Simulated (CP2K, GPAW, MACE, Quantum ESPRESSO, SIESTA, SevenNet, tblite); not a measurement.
# Which run comes nearest? Twisted graphene bilayer, 46.83° (76 atoms)

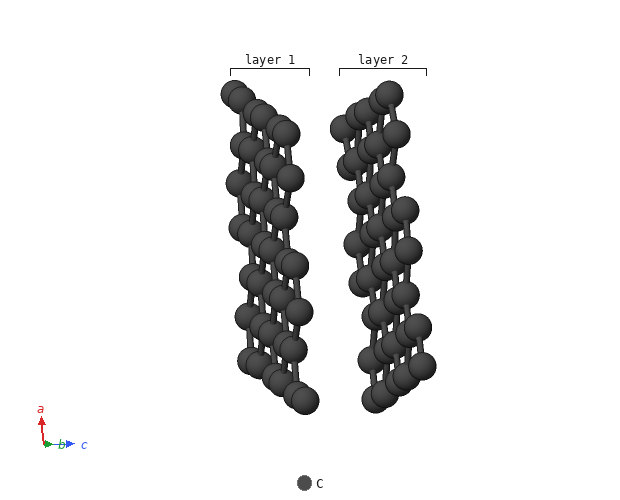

The cell (carbon dark grey).

The cell holds 76 atoms: 76 C. Its edges and angles: a = 10.723 Å, b = 10.723 Å, c = 17.430 Å, α = 90.0°, β = 90.0°, γ = 120.0°. It derives from C (graphene). Graphene (a = 2.46 Å) under graphene (a = 2.46 Å), bilayer, commensurate cell of 19 unit cells a layer, twist 46.83 deg; facing planes 3.43 Å apart as built; 14 Å of vacuum; minimised with a classical potential. Then every atom was moved at random, 0.02 Å r.m.s. a Cartesian component. Regions: layer 1, 38 atoms (38 C); layer 2, 38 atoms (38 C). Vacuum lies along c.

Geometry: as built.

The reference, a calculation:

- method: Kohn-Sham DFT, PBE, SSSP efficiency 1.3.0 pseudopotentials, plane waves (Quantum ESPRESSO 7.5); sssp-pbe-1.3.0-efficiency, cutoffs 45/360 Ry, Γ point
- r.m.s. force component: 1.21 eV/Å
- longest force: 4.887 eV/Å
- time: 2.1 min on 4 MPI ranks of Arm Neoverse V1, shared host
- CPU time: 8.3 min

Runs, in no order:
A. GPAW PBE, LCAO dzp, h 0.2 Å: Kohn-Sham DFT, PBE, PAW, atomic orbitals (dzp)
B. SIESTA PBE, DZP, shift 0.01 Ry, mesh 300 Ry: Kohn-Sham DFT, PBE, PseudoDojo 0.4.1 norm-conserving pseudopotentials (converted to PSML), numerical atomic orbitals (DZP), diagonalisation
C. CP2K PBE, DZVP-UZH, 450/30 Ry, diagonalisation: Kohn-Sham DFT, PBE, GTH-PBE pseudopotentials, Gaussian and plane waves, DZVP-MOLOPT (UZH set), diagonalisation
D. GPAW PBE, plane waves 450 eV: Kohn-Sham DFT, PBE, PAW, plane waves

Q: Order them from the smallest to the largest r.m.s. force difference.

D, C, A, B.

```tsv
run	Δ force, r.m.s. (meV/Å)	share of r.m.s. force (%)	CPU time
D. GPAW PBE, plane waves 450 eV	4.71	0.389	4 min
C. CP2K PBE, DZVP-UZH, 450/30 Ry, diagonalisation	21.3	1.76	4 min
A. GPAW PBE, LCAO dzp, h 0.2 Å	91.1	7.53	77 s
B. SIESTA PBE, DZP, shift 0.01 Ry, mesh 300 Ry	159	13.1	2.4 min
```

The electronic-structure runs sample only Γ, in a cell whose shortest periodic width is 9 Å.

[Logs are printed without paths, hosts, clocks, repeated set-up lines and the standing remarks that a program may print on its own settings, such as how far it seeks lower states.]

[Hosts, paths, dates, database ids (printed as entryN), source tags and the programs' standing remarks are cut or masked in the printed files.]
